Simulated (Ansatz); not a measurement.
MoHO₃F: single-point calculation

The run: single-point calculation of MoHO₃F. Method and program: RKS revPBE0/def2-TZVPD (Ansatz 0.2.0).

Some settings of this run were made unusual or wrong on purpose. The geometry comes from this level: PBE0-D4/def2-TZVP. Figures and captions count atoms from 1; the log counts them from 0 in places.

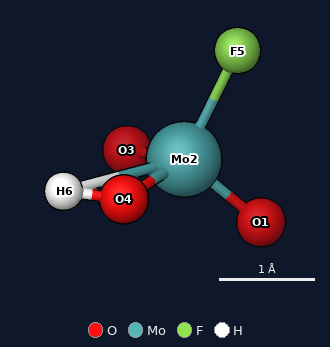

Figure 1. The structure as given in the input (ball-and-stick view, seen at a tilt; atoms are numbered from 1 in the order of the input). Sticks mark near contacts. Bond lengths as drawn: F–Mo 1.32 Å, H–Mo 1.63 Å, H–O 0.65 Å and Mo–O 1.01 to 1.16 Å.

## Input
```yaml
crystal:
  periodic: [false, false, false]
  atoms:
    - {symbol: O, position_ang: [0.564772, -0.856195, 0.759769]}
    - {symbol: Mo, position_ang: [0.193848, -0.217613, -0.027147]}
    - {symbol: O, position_ang: [-0.390084, -0.780025, -0.637308]}
    - {symbol: O, position_ang: [-0.445589, 0.653071, 0.391405]}
    - {symbol: F, position_ang: [1.259053, 0.240130, -0.655415]}
    - {symbol: H, position_ang: [-0.951860, 0.936992, 0.103381]}
basis:
  gaussian: {orbitals: def2-TZVPD}
hamiltonian: {xc: {name: revPBE0}}
output: {forces: true}
```

Run as:
```bash
ansatz run in.yaml --threads 4 --pin off --events-out ev --progress --plain --max-ram 10444MiB
```

## The program's output
```
Functional definition: revPBE0
  name "revPBE0"
  cite "Zhang & Yang, Phys. Rev. Lett. 80, 890 (1998) doi:10.1103/PhysRevLett.80.890"
  cite "Adamo & Barone, J. Chem. Phys. 110, 6158 (1999) doi:10.1063/1.478522"
  cite "Perdew, Burke & Ernzerhof, Phys. Rev. Lett. 77, 3865 (1996) doi:10.1103/PhysRevLett.77.3865"
  parameter a = 0.25
  parameter kappa = 1.245
  parameter beta = 0.06672455060314922
  exchange = (1 - a)*pbe_x(kappa = kappa, mu = beta*pi^2/3) + a*exact_x
  correlation = pbe_c(beta = beta)
1178 factors; their error is unknown
mean field evaluation 1: about -10572.8536 eV, gradient 1.4e2 eV
mean field evaluation 2: about -10368.2220 eV, gradient 3.0e2 eV
mean field evaluation 4: about -10597.2902 eV, gradient 1.8e1 eV
mean field evaluation 8: about -10598.1399 eV, gradient 8.4e-1 eV
mean field evaluation 16: about -10598.2468 eV, gradient 1.8e-2 eV
mean field -10598.24683020 eV, -389.4783872603 hartree, gradient 2.6e-5 eV, S^2 0.000000; 0 other end points of the search recorded, 0 dependent functions left out
the calculation of the forces begins
reference -10598.24686247 eV, -389.4783884462 hartree; 24, 24 occupied and 185, 185 virtual orbitals, 1178 factors
Total energy: -10598.24686247 eV, -389.4783884462 hartree
Atom 0 at     0.564772    -0.856195     0.759769 Å, force    60.559893  -112.095865   132.612637 eV/Å
Atom 1 at     0.193848    -0.217613    -0.027147 Å, force    96.464893   100.221663    -2.592735 eV/Å
Atom 2 at    -0.390084    -0.780025    -0.637308 Å, force  -141.930754  -136.995095  -141.503376 eV/Å
Atom 3 at    -0.445589     0.653071     0.391405 Å, force   -41.885603    88.956367    75.216964 eV/Å
Atom 4 at     1.259053     0.240130    -0.655415 Å, force    72.016787    32.808997   -41.234170 eV/Å
Atom 5 at    -0.951860     0.936992     0.103381 Å, force   -45.225216    27.103933   -22.499320 eV/Å
Dipole moment:    -0.452142    -0.201375     0.023793 e Å
```

## What the run reported

```csv
quantity,value
outcome,converged
total energy,−10598.2469 eV
SCF solution under orbital rotations,stable
largest force (length of the vector),242.766 eV/Å
dipole moment,2.38 D
hardware,"4 threads of Arm Neoverse N1, 15 GiB of memory available, shared host"
wall time,7 s (CPU time 25 s)
peak memory,0.54 GiB
```

## Diagnosis

A setting was made wrong on purpose: squeeze. The program still converged, but the numbers can't be taken as results for the intended system.
